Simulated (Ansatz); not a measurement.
## Run report: C$_{3}$H$_{11}$NSi, geometry relaxation (part 2 of 2)

The same run, continued: C$_{3}$H$_{11}$NSi; RKS B3LYP/6-31G (Ansatz 0.2.0). It belongs to a series of runs on one base structure; here: start relaxed.

Geometry of the input (Å):
```
Si 0.0000  0.0000  0.0000
N  0.0000  0.0000  1.8200
H  -0.8770  -0.2713  2.3500
H  0.8770  0.2713  2.3500
C  1.7634  0.0000  -0.6227
H  2.1111  -1.0463  -0.7509
H  1.8119  0.5276  -1.5981
H  2.4154  0.5187  0.1108
C  -0.8808  1.5259  -0.6227
H  -1.9334  1.2723  -0.8671
H  -0.8624  2.3106  0.1622
H  -0.3704  1.9025  -1.5336
C  -0.8808  -1.5259  -0.6227
H  -1.3804  -2.0377  0.2261
H  -1.6409  -1.2332  -1.3768
H  -0.1449  -2.2146  -1.0879
```

### Trajectory as extended XYZ, continued
```
16
Properties=species:S:1:pos:R:3:forces:R:3 step=5 energy=-12658.05964
Si   -0.0042   -0.0024    0.0097   -0.0109  -0.0158   0.0213
N     0.0471   -0.1732    1.7778   -0.0151   0.0309  -0.0221
H    -0.6990   -0.5909    2.3137    0.0170  -0.0104  -0.0054
H     0.7733    0.2441    2.3403    0.0023  -0.0201   0.0222
C     1.8097    0.0654   -0.5928    0.0187   0.0062  -0.0050
H     2.3131   -0.8858   -0.3893   -0.0013   0.0014   0.0039
H     1.8635    0.2616   -1.6699   -0.0077   0.0007   0.0055
H     2.3648    0.8599   -0.0794   -0.0002   0.0052  -0.0161
C    -0.9166    1.5827   -0.5690   -0.0034  -0.0001  -0.0097
H    -1.9851    1.5297   -0.3304    0.0024   0.0049   0.0183
H    -0.5038    2.4700   -0.0762    0.0037   0.0087  -0.0055
H    -0.8172    1.7153   -1.6534   -0.0045   0.0001  -0.0042
C    -0.9191   -1.5335   -0.6841    0.0096  -0.0358   0.0017
H    -1.7946   -1.7729   -0.0681   -0.0156   0.0157  -0.0313
H    -1.2649   -1.3617   -1.7103    0.0188  -0.0042   0.0186
H    -0.2592   -2.4084   -0.6819   -0.0139   0.0126   0.0077
16
Properties=species:S:1:pos:R:3:forces:R:3 step=6 energy=-12658.04011 accepted=F
Si   -0.0017   -0.0025    0.0152   -0.0359   0.0359   0.0242
N     0.0418   -0.1873    1.7819   -0.0285  -0.0365  -0.0840
H    -0.6836   -0.6676    2.2977    0.1457   0.0949   0.0036
H     0.7716    0.2234    2.3454   -0.0827  -0.0531   0.0822
C     1.8053    0.0809   -0.6031    0.0849   0.0054   0.0223
H     2.3326   -0.8474   -0.3477   -0.0083   0.0826  -0.0446
H     1.8437    0.2191   -1.6922    0.0041  -0.0156   0.0910
H     2.3414    0.9211   -0.1376   -0.0358  -0.0918  -0.0617
C    -0.9182    1.5838   -0.5493   -0.1446   0.1716  -0.0563
H    -1.9677    1.5684   -0.2018    0.2909   0.0450  -0.1196
H    -0.4313    2.4831   -0.1317   -0.1525  -0.2094  -0.1326
H    -0.9161    1.6632   -1.6524   -0.0215   0.0220   0.2993
C    -0.9123   -1.5278   -0.6914   -0.3045  -0.3913  -0.1464
H    -1.9025   -1.6610   -0.1860    0.6234   0.0254  -0.3846
H    -1.0926   -1.4035   -1.7862    0.0761  -0.1552   0.6451
H    -0.3027   -2.4459   -0.5241   -0.4106   0.4700  -0.1379
16
Properties=species:S:1:pos:R:3:forces:R:3 step=7 energy=-12658.06672
Si   -0.0030   -0.0016    0.0133   -0.0102   0.0050   0.0024
N     0.0421   -0.1846    1.7801    0.0023   0.0156  -0.0213
H    -0.6928   -0.6354    2.3043    0.0079  -0.0016  -0.0085
H     0.7670    0.2184    2.3542    0.0067   0.0028   0.0120
C     1.8073    0.0769   -0.6005    0.0168  -0.0085   0.0248
H     2.3274   -0.8590   -0.3699    0.0069   0.0011  -0.0042
H     1.8517    0.2405   -1.6834   -0.0146  -0.0013   0.0034
H     2.3513    0.8971   -0.1163    0.0008  -0.0005  -0.0099
C    -0.9152    1.5855   -0.5623   -0.0082  -0.0030   0.0183
H    -1.9711    1.5562   -0.2694    0.0007   0.0088   0.0032
H    -0.4648    2.4774   -0.1112   -0.0020  -0.0039  -0.0058
H    -0.8661    1.6920   -1.6532   -0.0015  -0.0075   0.0056
C    -0.9157   -1.5317   -0.6834   -0.0162  -0.0136  -0.0074
H    -1.8449   -1.7162   -0.1296    0.0065   0.0101  -0.0273
H    -1.1770   -1.3899   -1.7386    0.0115  -0.0099   0.0096
H    -0.2883   -2.4256   -0.5976   -0.0074   0.0066   0.0050
16
Properties=species:S:1:pos:R:3:forces:R:3 step=8 energy=-12658.06866
Si   -0.0028   -0.0026    0.0148    0.0126   0.0124   0.0239
N     0.0473   -0.1871    1.7803   -0.0368  -0.0248  -0.0004
H    -0.6787   -0.6574    2.3001    0.0152   0.0106   0.0078
H     0.7660    0.2230    2.3571    0.0052   0.0004   0.0031
C     1.8068    0.0782   -0.6014    0.0018   0.0132  -0.0190
H     2.3395   -0.8477   -0.3577   -0.0200   0.0144  -0.0030
H     1.8395    0.2219   -1.6877    0.0149  -0.0027   0.0000
H     2.3452    0.9145   -0.1384   -0.0072  -0.0136  -0.0061
C    -0.9209    1.5850   -0.5492   -0.0169   0.0187  -0.0102
H    -1.9667    1.5747   -0.2157    0.0595  -0.0054  -0.0170
H    -0.4422    2.4790   -0.1304   -0.0198  -0.0238  -0.0177
H    -0.9103    1.6714   -1.6438   -0.0113   0.0099   0.0343
C    -0.9136   -1.5299   -0.6913   -0.0506  -0.1018  -0.0468
H    -1.8887   -1.6670   -0.1986    0.1209   0.0056  -0.0793
H    -1.0959   -1.4168   -1.7712    0.0329  -0.0285   0.1600
H    -0.3169   -2.4395   -0.5302   -0.1004   0.1155  -0.0296
16
Properties=species:S:1:pos:R:3:forces:R:3 step=9 energy=-12658.07043
Si   -0.0030   -0.0015    0.0168    0.0007   0.0046  -0.0048
N     0.0463   -0.1876    1.7824   -0.0105  -0.0135  -0.0104
H    -0.6789   -0.6582    2.3030    0.0154   0.0126   0.0020
H     0.7711    0.2145    2.3574   -0.0040   0.0012   0.0076
C     1.8049    0.0805   -0.6045    0.0041   0.0065  -0.0053
H     2.3350   -0.8463   -0.3608    0.0023  -0.0001  -0.0035
H     1.8387    0.2242   -1.6910   -0.0018  -0.0031   0.0136
H     2.3449    0.9152   -0.1410   -0.0026  -0.0068  -0.0043
C    -0.9213    1.5854   -0.5484   -0.0068   0.0075  -0.0046
H    -1.9636    1.5746   -0.2084    0.0124   0.0022  -0.0049
H    -0.4413    2.4804   -0.1346   -0.0087  -0.0137  -0.0101
H    -0.9190    1.6703   -1.6429   -0.0009   0.0002   0.0260
C    -0.9118   -1.5297   -0.6906   -0.0212  -0.0111   0.0063
H    -1.8948   -1.6561   -0.2186    0.0287   0.0032  -0.0225
H    -1.0709   -1.4259   -1.7706    0.0066  -0.0058   0.0169
H    -0.3286   -2.4399   -0.5115   -0.0138   0.0160  -0.0020
16
Properties=species:S:1:pos:R:3:forces:R:3 step=10 energy=-12658.07086
Si   -0.0029   -0.0018    0.0168    0.0029  -0.0038   0.0010
N     0.0499   -0.1897    1.7820    0.0000   0.0033   0.0095
H    -0.6762   -0.6547    2.3059    0.0030   0.0017  -0.0030
H     0.7730    0.2167    2.3565   -0.0036  -0.0025  -0.0047
C     1.8043    0.0804   -0.6063    0.0011   0.0011  -0.0021
H     2.3338   -0.8478   -0.3665    0.0003  -0.0005  -0.0005
H     1.8365    0.2268   -1.6922   -0.0010   0.0003   0.0009
H     2.3461    0.9128   -0.1414    0.0001  -0.0009  -0.0004
C    -0.9238    1.5846   -0.5447   -0.0012   0.0022   0.0001
H    -1.9641    1.5741   -0.1998   -0.0005  -0.0003   0.0011
H    -0.4422    2.4798   -0.1347    0.0000   0.0000   0.0001
H    -0.9271    1.6690   -1.6385   -0.0009  -0.0002   0.0001
C    -0.9108   -1.5294   -0.6920   -0.0014  -0.0005  -0.0017
H    -1.9044   -1.6424   -0.2418   -0.0006   0.0011  -0.0029
H    -1.0447   -1.4367   -1.7760    0.0030  -0.0004   0.0004
H    -0.3397   -2.4419   -0.4906   -0.0010  -0.0007   0.0020
16
Properties=species:S:1:pos:R:3:forces:R:3 step=11 energy=-12658.07101
Si   -0.0029   -0.0019    0.0175   -0.0011   0.0058   0.0020
N     0.0514   -0.1887    1.7827    0.0097  -0.0020   0.0153
H    -0.6723   -0.6551    2.3086   -0.0047   0.0001  -0.0065
H     0.7775    0.2143    2.3559   -0.0029   0.0010  -0.0088
C     1.8032    0.0813   -0.6084    0.0013  -0.0038   0.0021
H     2.3324   -0.8482   -0.3728    0.0013   0.0004  -0.0008
H     1.8332    0.2310   -1.6938   -0.0010   0.0008  -0.0012
H     2.3468    0.9116   -0.1421    0.0003   0.0008   0.0007
C    -0.9261    1.5839   -0.5415   -0.0018   0.0009  -0.0009
H    -1.9639    1.5747   -0.1890    0.0000   0.0002   0.0006
H    -0.4412    2.4798   -0.1371    0.0007   0.0006   0.0017
H    -0.9374    1.6659   -1.6353   -0.0007   0.0001  -0.0029
C    -0.9097   -1.5291   -0.6932   -0.0057  -0.0146  -0.0108
H    -1.9169   -1.6249   -0.2689    0.0153  -0.0004  -0.0077
H    -1.0125   -1.4497   -1.7823    0.0017  -0.0032   0.0227
H    -0.3537   -2.4450   -0.4637   -0.0124   0.0133  -0.0054
16
Properties=species:S:1:pos:R:3:forces:R:3 step=12 energy=-12658.07104
Si   -0.0026   -0.0022    0.0176    0.0022  -0.0044   0.0000
N     0.0528   -0.1899    1.7827    0.0001   0.0041   0.0092
H    -0.6735   -0.6518    2.3090   -0.0016  -0.0021  -0.0040
H     0.7769    0.2170    2.3555    0.0015  -0.0009  -0.0034
C     1.8034    0.0808   -0.6086    0.0000   0.0007  -0.0007
H     2.3323   -0.8495   -0.3757   -0.0010   0.0008   0.0001
H     1.8327    0.2333   -1.6938    0.0005   0.0003   0.0000
H     2.3477    0.9098   -0.1406    0.0002  -0.0002   0.0000
C    -0.9265    1.5836   -0.5407   -0.0001   0.0018  -0.0022
H    -1.9638    1.5744   -0.1867    0.0000   0.0001  -0.0002
H    -0.4410    2.4794   -0.1368   -0.0004  -0.0003  -0.0006
H    -0.9394    1.6655   -1.6346   -0.0001   0.0001   0.0019
C    -0.9092   -1.5295   -0.6936   -0.0026  -0.0009   0.0006
H    -1.9174   -1.6237   -0.2725    0.0018  -0.0001  -0.0010
H    -1.0089   -1.4513   -1.7825   -0.0003   0.0000   0.0000
H    -0.3557   -2.4457   -0.4620   -0.0002   0.0011   0.0003
```

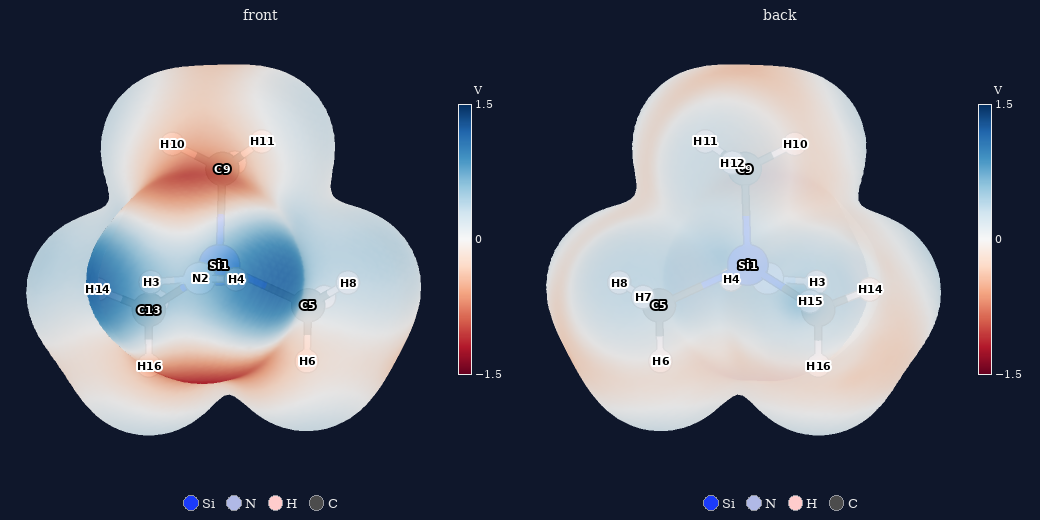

Fig. 1: The electrostatic potential painted on the density surface at 0.001 e/bohr³, seen at a tilt and from behind; the colour scale runs from red (negative) to blue (positive). A positive charge is drawn to the negative regions and a negative charge to the positive ones.

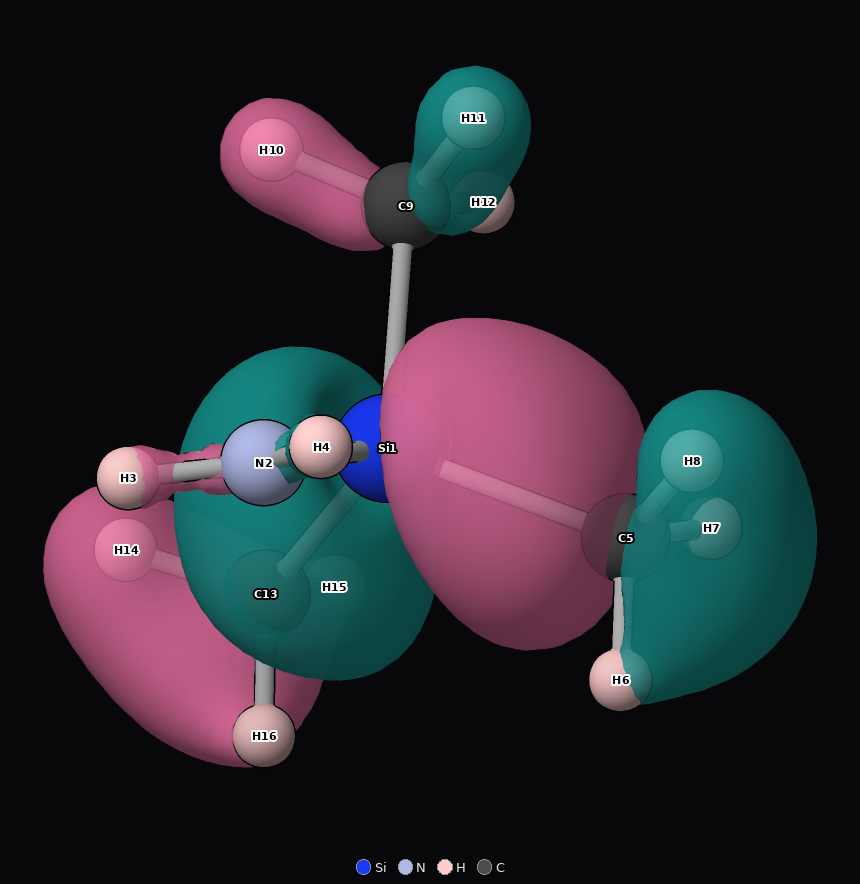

Fig. 2: The HOMO−1 at ±0.1 Å⁻³ᐟ² (teal and pink are the two phases), seen at a tilt. It lies mainly on C5 (25 %), C13 (25 %) and Si1 (20 %). Its energy is −7.99 eV.

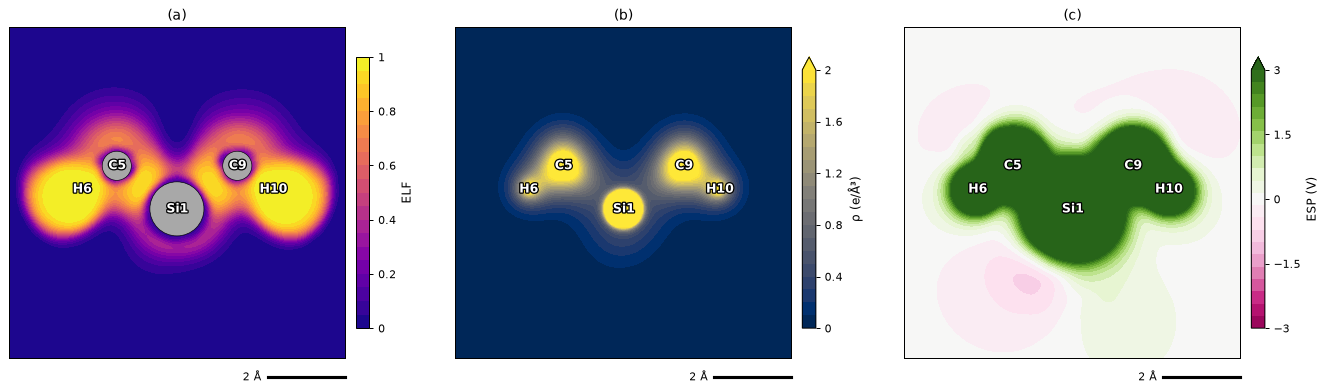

Fig. 3: (a) ELF; (b) electron density; (c) molecular electrostatic potential on the plane of atoms Si1, C9 and H10. Grey discs, where drawn, cover atomic cores. Atoms in the plane: Si, C and H. C–H (1.10 Å): ρ is about 1.8 e/Å³ halfway; the ELF climbs to about 1 towards the hydrogen, as it does in any bond to H; a covalent bond by its length.

### Summary

- outcome: converged
- total energy: −12658.0713 eV
- mean-field energy: −12658.0713 eV
- largest force (length of the vector) at the end: 0.010 eV/Å
- wall time: 35 s
- peak memory: 0.19 GiB
